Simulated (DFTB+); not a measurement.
# Energy and gradient calculation, with input and output: CHF₃W

- system: CHF₃W (W(CH)F3)
- method: GFN1-xTB, R-SCC, dispersion built in (DFTB+ 25.1)

The geometry comes from this level: GFN2-xTB.

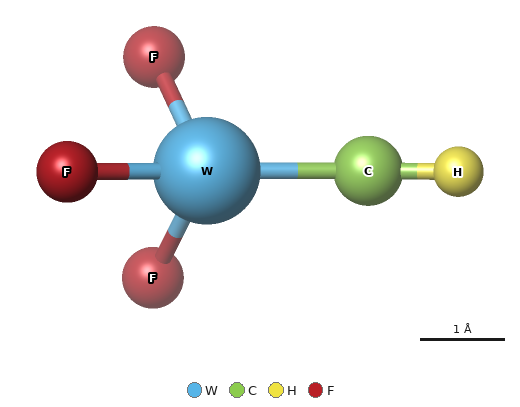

Fig. 1: The input geometry (ball-and-stick view, seen at a tilt). Sticks mark near contacts. Bond lengths as drawn: C–H 1.09 Å, C–W 1.95 Å and F–W 1.81 to 1.89 Å.

The input (dftb_in.hsd):
```
Geometry = GenFormat {
  <<< "mol.gen"
}

Hamiltonian = xTB {
  Method = "GFN1-xTB"
  MaxSCCIterations = 100
  Mixer = Anderson {}
  Filling = Fermi {
    Temperature [K] = 300
  }
}

Analysis {
  PrintForces = Yes
}

Options {
  WriteResultsTag = Yes
}

ParserOptions {
  ParserVersion = 14
}
```

File mol.gen:
```
6 C
W C H F
   1  1      0.416520      0.004640     -0.261690
   2  2     -0.241940     -0.028050      1.575360
   3  3     -0.276120     -0.048010      2.661350
   4  4      1.410120      0.032260     -1.770030
   5  4     -0.654530      1.335950     -1.079000
   6  4     -0.654050     -1.296790     -1.125990
```

Launch command:
```bash
dftb+ > dftb.out
```

Output:
```
|  DFTB+ development version (commit: a23bfb2)

Reading input file 'dftb_in.hsd'
Parser version: 14

--------------------------------------------------------------------------------

Processed input in HSD format written to 'dftb_pin.hsd'

Starting initialization...
--------------------------------------------------------------------------------
OpenMP threads:              1
Chosen random seed:          538217436
Current stacksize:           unlimited
Mode:                        Static calculation
Self consistent charges:     Yes
SCC-tolerance:                 0.100000E-04
Max. scc iterations:                    100
Shell resolved Hubbard:      Yes
Spin polarisation:           No
Nr. of up electrons:            16.000000
Nr. of down electrons:          16.000000
Periodic boundaries:         No
Electronic solver:           Relatively robust
Mixer:                       Anderson mixer
Mixing parameter:                  0.050000
Nr. of chrg. vectors to mix:              4
Max. SCC-cycles:                        100
tblite library version:      0.3.0
-> parametrization:          GFN1-xTB
-> repulsion:                Yes
-> dispersion:               Yes
-> halogen bonding:          Yes
-> electrostatics:           Yes
   -> isotropic:             Yes
   -> anisotropic:           No
   -> third-order:           Yes
Electronic temperature:              0.950045E-03 H      0.258520E-01 eV
Initial charges:             Set automatically (system chrg:   0.000E+00)
Included shells:             W:  d, s, p
                             C:  s, p
                             H:  s, s2
                             F:  s, p
Extra options:
                             Mulliken analysis
                             Force calculation
Force type                   original

--------------------------------------------------------------------------------

***  Geometry step: 0

 iSCC Total electronic   Diff electronic      SCC error
    1   -0.20236903E+02    0.00000000E+00    0.25719801E+01
    2   -0.20243624E+02   -0.20236903E+02    0.25002552E+01
    3   -0.20353150E+02   -0.67209901E-02    0.98860952E+00
    4   -0.20355736E+02   -0.10952636E+00    0.95301295E+00
    5   -0.20400050E+02   -0.25861725E-02    0.72616799E+00
    6   -0.20404375E+02   -0.44313401E-01    0.42067789E+00
    7   -0.20401328E+02   -0.43258195E-02    0.27484460E+00
    8   -0.20413004E+02    0.30471650E-02    0.35011768E-01
    9   -0.20413159E+02   -0.11676169E-01    0.37593328E-01
   10   -0.20413256E+02   -0.15460305E-03    0.34961565E-01
   11   -0.20413461E+02   -0.96567353E-04    0.12402760E-01
   12   -0.20413472E+02   -0.20495908E-03    0.94749098E-02
   13   -0.20413493E+02   -0.11205693E-04    0.44899646E-02
   14   -0.20413501E+02   -0.21276984E-04    0.38443846E-02
   15   -0.20413504E+02   -0.79115454E-05    0.32485493E-02
   16   -0.20413505E+02   -0.31708125E-05    0.27045810E-02
   17   -0.20413505E+02   -0.44355711E-06    0.18496455E-02
   18   -0.20413505E+02   -0.54921179E-06    0.16310769E-02
   19   -0.20413506E+02   -0.30349889E-06    0.10862402E-02
   20   -0.20413506E+02   -0.40784533E-06    0.10499136E-02
   21   -0.20413506E+02    0.24285562E-07    0.93636093E-03
   22   -0.20413506E+02   -0.92050811E-09    0.66113674E-03
   23   -0.20413506E+02   -0.89134609E-07    0.46175898E-03
   24   -0.20413506E+02   -0.57634278E-07    0.37565704E-03
   25   -0.20413506E+02   -0.24353767E-07    0.35704916E-03
   26   -0.20413506E+02   -0.68298114E-08    0.35070612E-03
   27   -0.20413506E+02   -0.28752432E-08    0.32231970E-03
   28   -0.20413506E+02   -0.13873976E-07    0.33133275E-03
   29   -0.20413506E+02   -0.23278588E-08    0.29125168E-03
   30   -0.20413506E+02    0.46137316E-09    0.20677976E-03
   31   -0.20413506E+02    0.40824233E-09    0.13986187E-03
   32   -0.20413506E+02   -0.43405635E-09    0.93536056E-04
   33   -0.20413506E+02   -0.55487348E-09    0.99173475E-04
   34   -0.20413506E+02   -0.57433169E-10    0.82146129E-04
   35   -0.20413506E+02   -0.61894667E-09    0.56055370E-04
   36   -0.20413506E+02   -0.77547924E-09    0.49157356E-04
   37   -0.20413506E+02   -0.12892443E-09    0.40841646E-04
   38   -0.20413506E+02   -0.29597658E-10    0.35690653E-04
   39   -0.20413506E+02   -0.97877262E-11    0.31548697E-04
   40   -0.20413506E+02   -0.91660013E-10    0.32464370E-04
   41   -0.20413506E+02   -0.79847240E-10    0.29238685E-04
   42   -0.20413506E+02   -0.15631940E-12    0.18337098E-04
   43   -0.20413506E+02   -0.74642514E-11    0.12839534E-04
   44   -0.20413506E+02   -0.51549875E-11    0.11329106E-04
   45   -0.20413506E+02   -0.27711167E-12    0.10920532E-04
   46   -0.20413506E+02    0.95887742E-11    0.10151818E-04
   47   -0.20413506E+02   -0.23874236E-11    0.66451414E-05

Total Energy:                      -20.3541203931 H         -553.8638 eV
Extrapolated to 0K:                -20.3541203931 H         -553.8638 eV
Total Mermin free energy:          -20.3541203931 H         -553.8638 eV
Force related energy:              -20.3541203931 H         -553.8638 eV

--------------------------------------------------------------------------------
--------------------------------------------------------------------------------
SCC                                    +       0.04 ( 86.0%)       0.09 ( 93.4%)
--------------------------------------------------------------------------------
Missing                                +       0.01 ( 14.0%)       0.01 (  6.6%)
Total                                  =       0.05 (100.0%)       0.09 (100.0%)
--------------------------------------------------------------------------------
```

File detailed.out:
```
Fermi distribution function

Calculation with static geometry

********************************************************************************
 iSCC Total electronic   Diff electronic      SCC error
   47   -0.20413506E+02   -0.23874236E-11    0.66451414E-05
********************************************************************************

 Total charge:     0.00000000

 Atomic gross charges (e)
 Atom           Charge
    1       1.79189946
    2      -0.63170148
    3       0.09842595
    4      -0.45604989
    5      -0.40129044
    6      -0.40128361

Nr. of electrons (up):     32.00000000
Atom populations (up)
 Atom       Population
    1       4.20810054
    2       4.63170148
    3       0.90157405
    4       7.45604989
    5       7.40129044
    6       7.40128361

l-shell populations (up)
 Atom Sh.   l       Population
    1   1   2       3.10631128
    1   2   0       0.31096547
    1   3   1       0.79082378
    2   1   0       1.31956795
    2   2   1       3.31213353
    3   1   0       0.89210694
    3   2   0       0.00946711
    4   1   0       1.81303499
    4   2   1       5.64301490
    5   1   0       1.82038098
    5   2   1       5.58090946
    6   1   0       1.82037335
    6   2   1       5.58091025

Orbital populations (up)
 Atom Sh.   l   m       Population  Label
    1   1   2  -2       0.81843196  d_xy
    1   1   2  -1       0.70118572  d_yz
    1   1   2   0       0.90092137  d_z2
    1   1   2   1       0.27826264  d_xz
    1   1   2   2       0.40750959  d_x2-y2
    1   2   0   0       0.31096547  s
    1   3   1  -1       0.24182049  p_y
    1   3   1   0       0.29631410  p_z
    1   3   1   1       0.25268919  p_x
    2   1   0   0       1.31956795  s
    2   2   1  -1       1.06191845  p_y
    2   2   1   0       1.16547528  p_z
    2   2   1   1       1.08473980  p_x
    3   1   0   0       0.89210694  s
    3   2   0   0       0.00946711  s2
    4   1   0   0       1.81303499  s
    4   2   1  -1       1.87700537  p_y
    4   2   1   0       1.87953172  p_z
    4   2   1   1       1.88647781  p_x
    5   1   0   0       1.82038098  s
    5   2   1  -1       1.82755932  p_y
    5   2   1   0       1.88957765  p_z
    5   2   1   1       1.86377250  p_x
    6   1   0   0       1.82037335  s
    6   2   1  -1       1.83070318  p_y
    6   2   1   0       1.88642138  p_z
    6   2   1   1       1.86378569  p_x

Fermi level:                        -0.3686886206 H          -10.0325 eV
Band energy:                       -18.0742155405 H         -491.8244 eV
TS:                                  0.0000000000 H            0.0000 eV
Band free energy (E-TS):           -18.0742155405 H         -491.8244 eV
Extrapolated E(0K):                -18.0742155405 H         -491.8244 eV
Input / Output electrons (q):     32.0000000000     32.0000000000

Energy H0:                         -20.5536583655 H         -559.2935 eV
Energy SCC:                          0.1401523545 H            3.8137 eV
Total Electronic energy:           -20.4135060110 H         -555.4798 eV
Repulsive energy:                    0.0608494562 H            1.6558 eV
Halogen correction energy:           0.0000000000 H            0.0000 eV
Total energy:                      -20.3541203931 H         -553.8638 eV
Extrapolated to 0:                 -20.3541203931 H         -553.8638 eV
Total Mermin free energy:          -20.3541203931 H         -553.8638 eV
Force related energy:              -20.3541203931 H         -553.8638 eV

Non-constrained calculation

SCC converged

Total Forces
    1     -0.100580202501     -0.000434507822      0.028157026802
    2      0.042474495335      0.001115293493     -0.066159613186
    3     -0.005132142366      0.000079256509     -0.002784152791
    4      0.031019159484      0.000102476130     -0.006136201185
    5      0.016117812252     -0.012860282981      0.023243533968
    6      0.016100877796      0.011997764670      0.023679406391

Maximal derivative component:        0.100580E+00 au

Dipole moment:    2.75678280   -0.00822306    0.40704035 au
Dipole moment:    7.00704350   -0.02090094    1.03459346 Debye
```

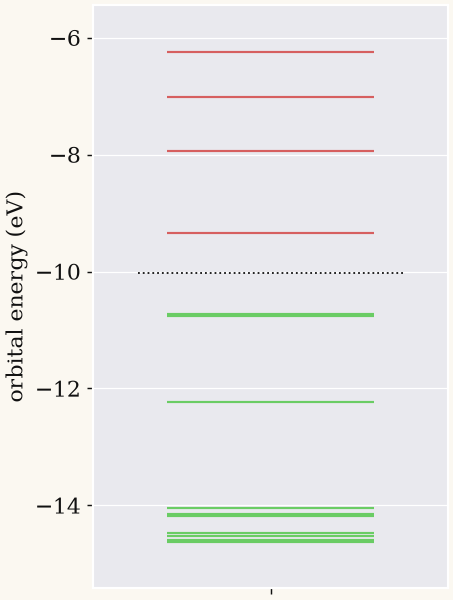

Fig. 2: Orbital energies near the frontier; the dotted line parts filled from empty levels, and levels within 0.02 eV of each other stand side by side. Highest filled −10.72 eV, lowest empty −9.34 eV, 1.38 eV apart.

Results in brief:

| quantity | value |
| --- | --- |
| outcome | converged |
| Mermin free energy | −20.354120 hartree |
| basis functions | 27 |
| largest force | 5.371 eV/Å |
| HOMO | −10.72 eV |
| LUMO | −9.34 eV |
| dipole moment | 7.08 D |
| hardware | 1 thread of Intel Xeon @ 2.50GHz (Skylake/Cascade Lake), 32 GiB of memory available, shared host |
| peak memory | 0.073 GiB |

Notes:

Settings chosen away from the usual ones: mixer.
